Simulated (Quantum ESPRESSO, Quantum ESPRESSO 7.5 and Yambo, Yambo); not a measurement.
# NaF (Villiaumite): G0W0 with Yambo, start to end

Wanted: ground state, empty states, screening and self-energy for NaF (Villiaumite).

Method: PBE and many-body steps on it, plane waves, in Quantum ESPRESSO 7.5 and Yambo 5.3.0.

The database entry behind the starting cell differs from later determinations by our own check (0.1 to 0.3 % short, probably kX units), so it need not match the best structure at ambient conditions.

### Step 1. Set-up

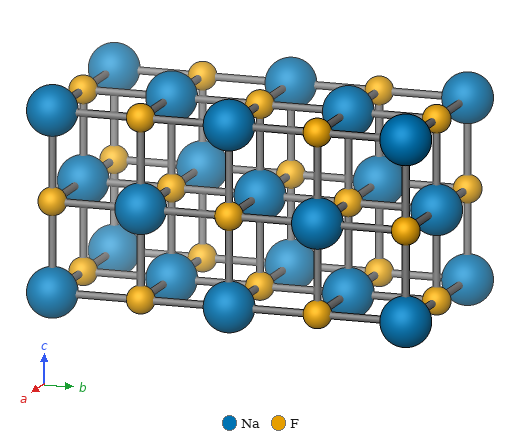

The cell as given, slightly off an axis (sodium blue, fluorine orange). 1×2×1 cells are drawn. This picture shows the conventional cell, with its axes. Some periodic images of atoms are drawn too.

The cell and positions come from the Crystallography Open Database and are kept as given unless a step says otherwise.

### Step 2. Ground state

This step: Quantum ESPRESSO 7.5; DFT, PBE, plane waves, norm-conserving pseudopotentials.

The ground-state density comes first.

Contents of pw.in:

```
&control
  calculation = 'scf'
  prefix = 'x'
  outdir = 'o'
  pseudo_dir = 'pseudo'
/
&system
  ibrav = 0
  nat = 2
  ntyp = 2
  ecutwfc = 76.0
  nbnd = 13
  force_symmorphic = .true.
/
&electrons
  conv_thr = 1e-10
  electron_maxstep = 80
  mixing_beta = 0.5
/
ATOMIC_SPECIES
  Na 22.99 Na.upf
  F 18.998 F.upf
CELL_PARAMETERS angstrom
  -0.0000000000 2.3100000000 2.3100000000
  2.3100000000 0.0000000000 2.3100000000
  2.3100000000 2.3100000000 0.0000000000
ATOMIC_POSITIONS crystal
  Na 0.0000000000 0.0000000000 0.0000000000
  F 0.5000000000 0.5000000000 0.5000000000
K_POINTS automatic
  8 8 8 0 0 0
```

On the command line:

```sh
$ OMP_NUM_THREADS=1 mpirun -n 4 pw.x -nk 4 -in pw.in > pw.out
```

Output:

```text
Program PWSCF v.7.5 starts

     This program is part of the open-source Quantum ESPRESSO suite
     for quantum simulation of materials; please cite
         "P. Giannozzi et al., J. Phys.:Condens. Matter 21 395502 (2009);
         "P. Giannozzi et al., J. Phys.:Condens. Matter 29 465901 (2017);
         "P. Giannozzi et al., J. Chem. Phys. 152 154105 (2020);
     in publications or presentations arising from this work. More details at
     Message from routine setup:
     using ibrav=0 with symmetry is DISCOURAGED, use correct ibrav instead

     G-vector sticks info

     bravais-lattice index     =            0
     lattice parameter (alat)  =       6.1734  a.u.
     unit-cell volume          =     166.3652 (a.u.)^3
     number of atoms/cell      =            2
     number of atomic types    =            2
     number of electrons       =        16.00
     number of Kohn-Sham states=           13
     kinetic-energy cutoff     =      76.0000  Ry
     charge density cutoff     =     304.0000  Ry
     scf convergence threshold =      1.0E-10
     mixing beta               =       0.5000
     number of iterations used =            8  plain     mixing
     Exchange-correlation= PBE
                           (   1   4   3   4   0   0   0)

     celldm(1)=   6.173420  celldm(2)=   0.000000  celldm(3)=   0.000000
     celldm(4)=   0.000000  celldm(5)=   0.000000  celldm(6)=   0.000000

     crystal axes: (cart. coord. in units of alat)
               a(1) = (  -0.000000   0.707107   0.707107 )
               a(2) = (   0.707107   0.000000   0.707107 )
               a(3) = (   0.707107   0.707107   0.000000 )

     reciprocal axes: (cart. coord. in units 2 pi/alat)
               b(1) = ( -0.707107  0.707107  0.707107 )
               b(2) = (  0.707107 -0.707107  0.707107 )
               b(3) = (  0.707107  0.707107 -0.707107 )
     Pseudo is Norm-conserving, Zval =  9.0
     Generated using ONCVPSP code by D. R. Hamann
     Using radial grid of 1992 points,  4 beta functions with:
     Pseudo is Norm-conserving + core correction, Zval =  7.0
     Generated using ONCVPSP code by D. R. Hamann
     Using radial grid of  832 points,  5 beta functions with:
     Na                9.00    22.99000     Na( 1.00)
     F                 7.00    18.99800     F ( 1.00)

     48 Sym. Ops., with inversion, found

   Cartesian axes

     site n.     atom                  positions (alat units)
         1        Na     tau(   1) = (   0.0000000   0.0000000   0.0000000  )
         2        F      tau(   2) = (   0.7071068   0.7071068   0.7071068  )

     number of k points=    29
                       cart. coord. in units 2pi/alat
        k(    1) = (   0.0000000   0.0000000   0.0000000), wk =   0.0039062
        k(    2) = (   0.0883883   0.0883883  -0.0883883), wk =   0.0312500
        k(    3) = (   0.1767767   0.1767767  -0.1767767), wk =   0.0312500
        k(    4) = (   0.2651650   0.2651650  -0.2651650), wk =   0.0312500
        k(    5) = (  -0.3535534  -0.3535534   0.3535534), wk =   0.0156250
        k(    6) = (   0.1767767   0.0000000   0.0000000), wk =   0.0234375
        k(    7) = (   0.2651650   0.0883883  -0.0883883), wk =   0.0937500
        k(    8) = (   0.3535534   0.1767767  -0.1767767), wk =   0.0937500
        k(    9) = (  -0.2651650  -0.4419417   0.4419417), wk =   0.0937500
        k(   10) = (  -0.1767767  -0.3535534   0.3535534), wk =   0.0937500
     [... 17 further rows ...]
        k(   28) = (  -0.7071068   0.1767767  -0.0000000), wk =   0.0468750
        k(   29) = (  -0.7071068   0.3535534   0.0000000), wk =   0.0234375

     Dense  grid:    14841 G-vectors     FFT dimensions: (  36,  36,  36)

     Initial potential from superposition of free atoms

     starting charge      15.9937, renormalised to      16.0000
     Starting wfcs are    9 randomized atomic wfcs +    4 random wfcs

     per-process dynamical memory:    16.7 Mb

     Self-consistent Calculation

     iteration #  1     ecut=    76.00 Ry     beta= 0.50

     total energy              =    -140.90506870 Ry
     estimated scf accuracy    <       0.20541905 Ry

     iteration #  2     ecut=    76.00 Ry     beta= 0.50

     total energy              =    -140.96074677 Ry
     estimated scf accuracy    <       0.03093438 Ry

     iteration #  3     ecut=    76.00 Ry     beta= 0.50

     total energy              =    -140.96573482 Ry
     estimated scf accuracy    <       0.00248183 Ry

     iteration #  4     ecut=    76.00 Ry     beta= 0.50

     total energy              =    -140.96592800 Ry
     estimated scf accuracy    <       0.00003913 Ry

     iteration #  5     ecut=    76.00 Ry     beta= 0.50

     total energy              =    -140.96593756 Ry
     estimated scf accuracy    <       0.00000303 Ry

     iteration #  6     ecut=    76.00 Ry     beta= 0.50

     total energy              =    -140.96593817 Ry
     estimated scf accuracy    <       0.00000085 Ry

     iteration #  7     ecut=    76.00 Ry     beta= 0.50

     total energy              =    -140.96593823 Ry
     estimated scf accuracy    <       0.00000002 Ry

     iteration #  8     ecut=    76.00 Ry     beta= 0.50

     total energy              =    -140.96593824 Ry
     estimated scf accuracy    <          9.4E-10 Ry

     iteration #  9     ecut=    76.00 Ry     beta= 0.50

     End of self-consistent calculation

          k = 0.0000 0.0000 0.0000 (  1837 PWs)   bands (ev):

   -46.0612 -18.1124 -17.9444 -17.9444 -17.9444   0.9991   0.9991   0.9991
     7.3887  20.1552  20.1552  20.1552  22.9761

          k = 0.0884 0.0884-0.0884 (  1868 PWs)   bands (ev):

   -46.0592 -18.3435 -17.9465 -17.9465 -17.6943   0.7042   0.9609   0.9609
     7.9350  18.3913  20.3920  20.3920  24.6607

          k = 0.1768 0.1768-0.1768 (  1880 PWs)   bands (ev):

   -46.0544 -18.5826 -17.9509 -17.9509 -17.4082   0.1027   0.8702   0.8702
     9.2562  16.2769  20.9069  20.9069  23.9808

          k = 0.2652 0.2652-0.2652 (  1868 PWs)   bands (ev):

     [... further k-points ...]

     highest occupied, lowest unoccupied level (ev):     0.9991    7.3887

!    total energy              =    -140.96593824 Ry
     estimated scf accuracy    <          6.5E-12 Ry

     The total energy is the sum of the following terms:
     one-electron contribution =     -77.23621110 Ry
     hartree contribution      =      45.26614007 Ry
     xc contribution           =     -24.99890268 Ry
     ewald contribution        =     -83.99696453 Ry

     convergence has been achieved in   9 iterations

     XML data file, charge density, pseudopotentials, collected wavefunctions

=------------------------------------------------------------------------------=
   JOB DONE.
=------------------------------------------------------------------------------=
```

Wall time 3 s (4 MPI ranks of Arm Neoverse V2, shared host); peak memory 0.2 GiB.

This step gave:

```yaml
total_energy: -1917.9393 eV
gap: 6.390 eV
k_of_the_valence_top: 0, 0, 0
k_of_the_conduction_bottom: 0, 0, 0
least_direct_gap: 6.390 eV
```

The gap is direct, at Γ.

### Step 3. Bands along the symmetry lines

The cheap functional maps the bands first; the places of the edges decide which points the dearer methods must see.

Contents of pw.in:

```
&control
  calculation = 'bands'
  prefix = 'x'
  outdir = 'o'
  pseudo_dir = 'pseudo'
/
&system
  ibrav = 0
  nat = 2
  ntyp = 2
  ecutwfc = 76.0
  nbnd = 14
  force_symmorphic = .true.
/
&electrons
  conv_thr = 1e-9
  electron_maxstep = 80
  diago_full_acc = .true.
  diago_thr_init = 5e-6
/
ATOMIC_SPECIES
  Na 22.99 Na.upf
  F 18.998 F.upf
CELL_PARAMETERS angstrom
  -0.0000000000 2.3100000000 2.3100000000
  2.3100000000 0.0000000000 2.3100000000
  2.3100000000 2.3100000000 0.0000000000
ATOMIC_POSITIONS crystal
  Na 0.0000000000 0.0000000000 0.0000000000
  F 0.5000000000 0.5000000000 0.5000000000
K_POINTS crystal
  50
  0.00000000 0.00000000 0.00000000 1
  0.06250000 0.00000000 0.06250000 1
  0.12500000 0.00000000 0.12500000 1
  0.18750000 0.00000000 0.18750000 1
  0.25000000 0.00000000 0.25000000 1
  0.31250000 0.00000000 0.31250000 1
  0.37500000 0.00000000 0.37500000 1
  0.43750000 0.00000000 0.43750000 1
  0.50000000 0.00000000 0.50000000 1
  0.51562500 0.03125000 0.51562500 1
  0.53125000 0.06250000 0.53125000 1
  0.54687500 0.09375000 0.54687500 1
  0.56250000 0.12500000 0.56250000 1
  0.57812500 0.15625000 0.57812500 1
  0.59375000 0.18750000 0.59375000 1
  0.60937500 0.21875000 0.60937500 1
  0.62500000 0.25000000 0.62500000 1
  0.37500000 0.37500000 0.75000000 1
  0.32812500 0.32812500 0.65625000 1
  0.28125000 0.28125000 0.56250000 1
  0.23437500 0.23437500 0.46875000 1
  0.18750000 0.18750000 0.37500000 1
  0.14062500 0.14062500 0.28125000 1
  0.09375000 0.09375000 0.18750000 1
  0.04687500 0.04687500 0.09375000 1
  0.00000000 0.00000000 0.00000000 1
  0.06250000 0.06250000 0.06250000 1
  0.12500000 0.12500000 0.12500000 1
  0.18750000 0.18750000 0.18750000 1
  0.25000000 0.25000000 0.25000000 1
  0.31250000 0.31250000 0.31250000 1
  0.37500000 0.37500000 0.37500000 1
  0.43750000 0.43750000 0.43750000 1
  0.50000000 0.50000000 0.50000000 1
  0.50000000 0.46875000 0.53125000 1
  0.50000000 0.43750000 0.56250000 1
  0.50000000 0.40625000 0.59375000 1
  0.50000000 0.37500000 0.62500000 1
  0.50000000 0.34375000 0.65625000 1
  0.50000000 0.31250000 0.68750000 1
  0.50000000 0.28125000 0.71875000 1
  0.50000000 0.25000000 0.75000000 1
  0.50000000 0.21875000 0.71875000 1
  0.50000000 0.18750000 0.68750000 1
  0.50000000 0.15625000 0.65625000 1
  0.50000000 0.12500000 0.62500000 1
  0.50000000 0.09375000 0.59375000 1
  0.50000000 0.06250000 0.56250000 1
  0.50000000 0.03125000 0.53125000 1
  0.50000000 0.00000000 0.50000000 1
```

Output:

```text
[banner, memory and clock lines left out]
Program PWSCF v.7.5 starts

     Atomic positions and unit cell read from directory:
     o/x.save/

     Message from routine setup:
     using ibrav=0 with symmetry is DISCOURAGED, use correct ibrav instead

     G-vector sticks info

     bravais-lattice index     =            0
     lattice parameter (alat)  =       6.1734  a.u.
     unit-cell volume          =     166.3652 (a.u.)^3
     number of atoms/cell      =            2
     number of atomic types    =            2
     number of electrons       =        16.00
     number of Kohn-Sham states=           14
     kinetic-energy cutoff     =      76.0000  Ry
     charge density cutoff     =     304.0000  Ry
     Exchange-correlation= PBE
                           (   1   4   3   4   0   0   0)

     celldm(1)=   6.173420  celldm(2)=   0.000000  celldm(3)=   0.000000
     celldm(4)=   0.000000  celldm(5)=   0.000000  celldm(6)=   0.000000

     crystal axes: (cart. coord. in units of alat)
               a(1) = (  -0.000000   0.707107   0.707107 )
               a(2) = (   0.707107   0.000000   0.707107 )
               a(3) = (   0.707107   0.707107   0.000000 )

     reciprocal axes: (cart. coord. in units 2 pi/alat)
               b(1) = ( -0.707107  0.707107  0.707107 )
               b(2) = (  0.707107 -0.707107  0.707107 )
               b(3) = (  0.707107  0.707107 -0.707107 )
     Pseudo is Norm-conserving, Zval =  9.0
     Generated using ONCVPSP code by D. R. Hamann
     Using radial grid of 1992 points,  4 beta functions with:
     Pseudo is Norm-conserving + core correction, Zval =  7.0
     Generated using ONCVPSP code by D. R. Hamann
     Using radial grid of  832 points,  5 beta functions with:
     Na                9.00    22.99000     Na( 1.00)
     F                 7.00    18.99800     F ( 1.00)

     48 Sym. Ops., with inversion, found

   Cartesian axes

     site n.     atom                  positions (alat units)
         1        Na     tau(   1) = (   0.0000000   0.0000000   0.0000000  )
         2        F      tau(   2) = (   0.7071068   0.7071068   0.7071068  )

     number of k points=    50
                       cart. coord. in units 2pi/alat
        k(    1) = (   0.0000000   0.0000000   0.0000000), wk =   0.0400000
        k(    2) = (   0.0000000   0.0883883   0.0000000), wk =   0.0400000
        k(    3) = (   0.0000000   0.1767767   0.0000000), wk =   0.0400000
[...]
[... 38 further rows ...]
        k(   49) = (   0.0441942   0.7071068   0.0000000), wk =   0.0400000
        k(   50) = (   0.0000000   0.7071068   0.0000000), wk =   0.0400000

     Dense  grid:    14841 G-vectors     FFT dimensions: (  36,  36,  36)

     The potential is recalculated from file :
     o/x.save/charge-density

     Starting wfcs are    9 randomized atomic wfcs +    5 random wfcs

     Band Structure Calculation

     End of band structure calculation

          k = 0.0000 0.0000 0.0000 (  1837 PWs)   bands (ev):

   -46.0612 -18.1124 -17.9444 -17.9444 -17.9444   0.9991   0.9991   0.9991
     7.3887  20.1552  20.1552  20.1552  22.9761  25.2676

          k = 0.0000 0.0884 0.0000 (  1860 PWs)   bands (ev):

   -46.0605 -18.2240 -17.9466 -17.9466 -17.8239   0.9016   0.9819   0.9819
     7.5791  19.4193  20.1883  20.1883  23.9314  24.6712

          k = 0.0000 0.1768 0.0000 (  1864 PWs)   bands (ev):

   -46.0586 -18.3587 -17.9524 -17.9524 -17.6650   0.6566   0.9339   0.9339
     8.1068  18.2107  20.2796  20.2796  23.3798  25.6756

          k = 0.0000 0.2652-0.0000 (  1860 PWs)   bands (ev):

[...]
k =-0.0000 0.4419 0.0000 (  1868 PWs)   bands (ev):

[...]
k = 0.0000 0.5303-0.0000 (  1868 PWs)   bands (ev):

[...]
k =-0.0000 0.6187 0.0000 (  1836 PWs)   bands (ev):

[...]
k = 0.5303 0.5303-0.0000 (  1850 PWs)   bands (ev):

[...]
k = 0.1326 0.7071-0.0000 (  1850 PWs)   bands (ev):

[...]
k = 0.0884 0.7071-0.0000 (  1842 PWs)   bands (ev):

[...]
k = 0.0442 0.7071 0.0000 (  1850 PWs)   bands (ev):

   -46.0434 -18.0868 -18.0442 -17.9996 -17.8171  -0.2720   0.5831   0.5865
    14.2476  14.4215  14.7851  20.7895  20.9683  25.2786

          k = 0.0000 0.7071 0.0000 (  1868 PWs)   bands (ev):

   -46.0434 -18.0878 -17.9989 -17.9989 -17.8640  -0.2793   0.5928   0.5928
    14.2463  14.4239  14.7464  20.9053  20.9053  25.1583

     XML data file, pseudopotentials, collected wavefunctions
```

It took 1.8 s on 4 MPI ranks; peak memory 0.05 GiB; 6.8 s of CPU time.

This step gave:

| Property | Result |
| --- | --- |
| gap | 6.390 eV |
| k of the valence top | 0, 0, 0 |
| k of the conduction bottom | 0, 0, 0 |
| least direct gap | 6.390 eV |

The gap is 6.390 eV, as in the run before at this level.

Electronic bands along the path, in eV, zero at the top of the highest filled band; v1 is the highest filled band, c1 the lowest empty one:

| point | v4 | v3 | v2 | v1 | c1 | c2 | c3 | c4 |
| --- | --- | --- | --- | --- | --- | --- | --- | --- |
| Γ | -18.94 | 0.00 | 0.00 | 0.00 | 6.39 | 19.16 | 19.16 | 19.16 |
| X | -18.86 | -1.28 | -0.41 | -0.41 | 13.25 | 13.42 | 13.75 | 19.91 |
| U | -18.45 | -1.06 | -0.83 | -0.37 | 12.94 | 13.33 | 14.85 | 19.55 |
| jump to K | -18.45 | -1.06 | -0.83 | -0.37 | 12.94 | 13.33 | 14.85 | 19.55 |
| Γ | -18.94 | 0.00 | 0.00 | 0.00 | 6.39 | 19.16 | 19.16 | 19.16 |
| L | -18.13 | -1.59 | -0.25 | -0.25 | 10.88 | 12.57 | 20.25 | 20.25 |
| W | -18.44 | -0.87 | -0.87 | -0.57 | 13.32 | 13.32 | 15.34 | 17.03 |
| X | -18.86 | -1.28 | -0.41 | -0.41 | 13.25 | 13.42 | 13.75 | 19.91 |

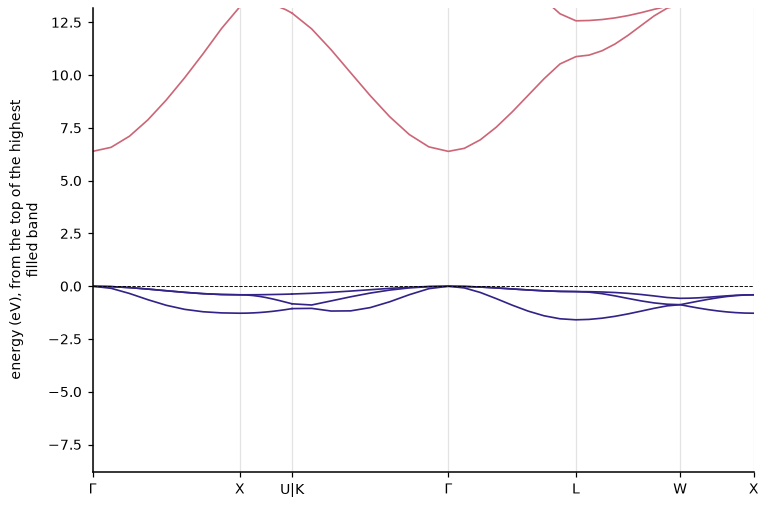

Electronic bands along the path; lines of filled and empty bands in two colours.

### Step 4. Empty states on the mesh, 6×6×6 mesh, 298 bands

The sums over transitions need many empty states on a uniform mesh; this step solves for them.

Contents of pw.in:

```
&control
  calculation = 'nscf'
  prefix = 'x'
  outdir = 'o'
  pseudo_dir = 'pseudo'
/
&system
  ibrav = 0
  nat = 2
  ntyp = 2
  ecutwfc = 76.0
  nbnd = 298
  force_symmorphic = .true.
/
&electrons
  conv_thr = 1e-9
  electron_maxstep = 80
  diago_full_acc = .true.
  diago_thr_init = 5e-6
/
ATOMIC_SPECIES
  Na 22.99 Na.upf
  F 18.998 F.upf
CELL_PARAMETERS angstrom
  -0.0000000000 2.3100000000 2.3100000000
  2.3100000000 0.0000000000 2.3100000000
  2.3100000000 2.3100000000 0.0000000000
ATOMIC_POSITIONS crystal
  Na 0.0000000000 0.0000000000 0.0000000000
  F 0.5000000000 0.5000000000 0.5000000000
K_POINTS automatic
  6 6 6 0 0 0
```

Output:

```text
[banner, memory and clock lines left out]
Program PWSCF v.7.5 starts

     Atomic positions and unit cell read from directory:
     o/x.save/

     Message from routine setup:
     using ibrav=0 with symmetry is DISCOURAGED, use correct ibrav instead

     G-vector sticks info

     bravais-lattice index     =            0
     lattice parameter (alat)  =       6.1734  a.u.
     unit-cell volume          =     166.3652 (a.u.)^3
     number of atoms/cell      =            2
     number of atomic types    =            2
     number of electrons       =        16.00
     number of Kohn-Sham states=          298
     kinetic-energy cutoff     =      76.0000  Ry
     charge density cutoff     =     304.0000  Ry
     Exchange-correlation= PBE
                           (   1   4   3   4   0   0   0)

     celldm(1)=   6.173420  celldm(2)=   0.000000  celldm(3)=   0.000000
     celldm(4)=   0.000000  celldm(5)=   0.000000  celldm(6)=   0.000000

     crystal axes: (cart. coord. in units of alat)
               a(1) = (  -0.000000   0.707107   0.707107 )
               a(2) = (   0.707107   0.000000   0.707107 )
               a(3) = (   0.707107   0.707107   0.000000 )

     reciprocal axes: (cart. coord. in units 2 pi/alat)
               b(1) = ( -0.707107  0.707107  0.707107 )
               b(2) = (  0.707107 -0.707107  0.707107 )
               b(3) = (  0.707107  0.707107 -0.707107 )
     Pseudo is Norm-conserving, Zval =  9.0
     Generated using ONCVPSP code by D. R. Hamann
     Using radial grid of 1992 points,  4 beta functions with:
     Pseudo is Norm-conserving + core correction, Zval =  7.0
     Generated using ONCVPSP code by D. R. Hamann
     Using radial grid of  832 points,  5 beta functions with:
     Na                9.00    22.99000     Na( 1.00)
     F                 7.00    18.99800     F ( 1.00)

     48 Sym. Ops., with inversion, found

   Cartesian axes

     site n.     atom                  positions (alat units)
         1        Na     tau(   1) = (   0.0000000   0.0000000   0.0000000  )
         2        F      tau(   2) = (   0.7071068   0.7071068   0.7071068  )

     number of k points=    16
                       cart. coord. in units 2pi/alat
        k(    1) = (   0.0000000   0.0000000   0.0000000), wk =   0.0092593
        k(    2) = (   0.1178511   0.1178511  -0.1178511), wk =   0.0740741
        k(    3) = (   0.2357023   0.2357023  -0.2357023), wk =   0.0740741
[...]
[... 4 further rows ...]
        k(   15) = (  -0.1178511  -0.3535534   0.5892557), wk =   0.2222222
        k(   16) = (  -0.7071068   0.2357023   0.0000000), wk =   0.1111111

     Dense  grid:    14841 G-vectors     FFT dimensions: (  36,  36,  36)

     The potential is recalculated from file :
     o/x.save/charge-density

     Starting wfcs are    9 randomized atomic wfcs +  289 random wfcs

     Band Structure Calculation

     End of band structure calculation

          k = 0.0000 0.0000 0.0000 (  1837 PWs)   bands (ev):

   -46.0612 -18.1124 -17.9444 -17.9444 -17.9444   0.9991   0.9991   0.9991
     7.3887  20.1552  20.1552  20.1552  22.9761  25.2676  25.2676  27.9363
    27.9363  27.9363  35.0083  35.0083  35.0083  40.3077  49.4273  49.4273
[...]
[... 26 further rows ...]
[...]
298.6893 298.6893

          k = 0.1179 0.1179-0.1179 (  1874 PWs)   bands (ev):

[...]
[... 26 further rows ...]
[...]
291.3217 291.7034

          k = 0.2357 0.2357-0.2357 (  1865 PWs)   bands (ev):

[...]
109.7957 110.9265 110.9265 112.2880 112.2880 112.8182 116.2630 121.1201
     [... 26 further rows ...]
   288.8826 290.1107 290.6334 290.6334 291.0184 293.5097 295.1974 295.1974
   295.7838 296.0335

          k =-0.3536-0.3536 0.3536 (  1850 PWs)   bands (ev):

     [... further k-points ...]

     highest occupied, lowest unoccupied level (ev):     0.9991    7.3887

     XML data file, pseudopotentials, collected wavefunctions
```

Elapsed: 27 s, on 4 MPI ranks; peak memory 0.41 GiB; 1.8 min of CPU time.

This step gave:

- gap: 6.390 eV
- k of the valence top: 0, 0, 0
- k of the conduction bottom: 0, 0, 0
- least direct gap: 6.390 eV
- k points computed: 16
- lowest point of the top converged band, above the valence top: 290.7043 eV

On this mesh the gap is 6.390 eV.

[end of part 1 of 2]

[Paths, hosts, dates, memory and timing lines, banners, echoed tables and standing remarks are left out of the program output.]

[Logs are printed without paths, hosts, clocks, repeated set-up lines and the standing remarks that a program may print on its own settings, such as how far it seeks lower states.]

[Runs of the session that timed out or met a known fault of the program may be left out.]

[Hosts, paths, dates, database ids (printed as entryN), source tags and the programs' standing remarks are cut or masked in the printed files.]
